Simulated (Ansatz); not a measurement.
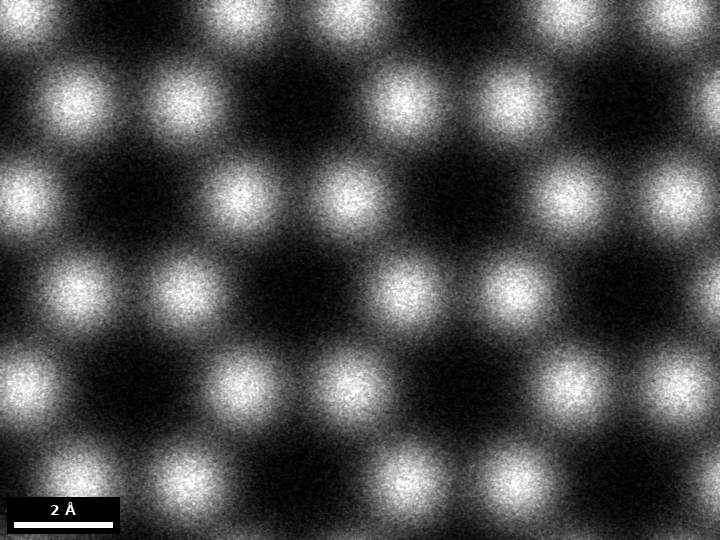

HAADF-like image of La (P6_3/mmc, No. 194). Simulated incoherent Z contrast: every atom adds Z^1.6 spread by a probe of 1.30 Å full width; channelling and multiple scattering are left out. The probe carries 15 % of its weight in a tail 2.5 times as wide. Shot noise and a slight drift were added. Structure: the input geometry of an electronic-structure calculation (not necessarily at equilibrium); the starting structure was generated, so it need not be a known form of this composition.

Space group P6_3/mmc (No. 194). a = 3.839 Å, b = 3.839 Å, c = 6.161 Å, α = 90.00°, β = 90.00°, γ = 120.00°
```json
{"atom": "La", "site": "2c", "symmetry": "-6m2", "x": "0.3333", "y": "0.6667", "z": "0.2500"}
```

> Along which zone axis is the crystal seen: [210], [201], [101] or [001]? (Directions equivalent by symmetry count as one.)

[001]. The projected cells are 1.92 × 3.08 Å, 90° for [210]; 2.40 × 3.53 Å, 110° for [201]; 3.26 × 3.70 Å, 116° for [101]; 3.84 × 3.84 Å, 120° for [001], and the image repeats as the [001] one does.
